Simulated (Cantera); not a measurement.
A closed system holds: 1 mol TiCl4, a varied amount of O2, equilibrated at 875 K and 10.0 Torr.

Equilibrium computed with Cantera from the NASA thermochemical tables; the gas is ideal and each condensed phase is pure. Candidate condensed phases: Ti, TiCl2, TiCl3, TiCl4, TiO, TiO2, Ti2O3, Ti3O5, Ti4O7; 15 gas species. Condensed phases not in the tables: TiOCl. Equilibrium is a limit: real reactors are often held back by kinetics, nucleation or transport.

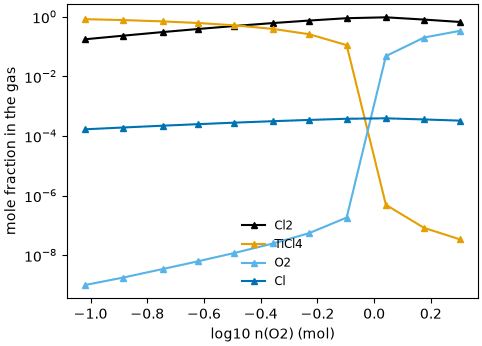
Equilibrium gas composition (values under 1e-9 drawn at 1e-9)

Q: Read off the mole fractions at 0.24 mol O2.

A: TiCl4 about 0.61, Cl2 about 0.39, Cl about 0.00025.
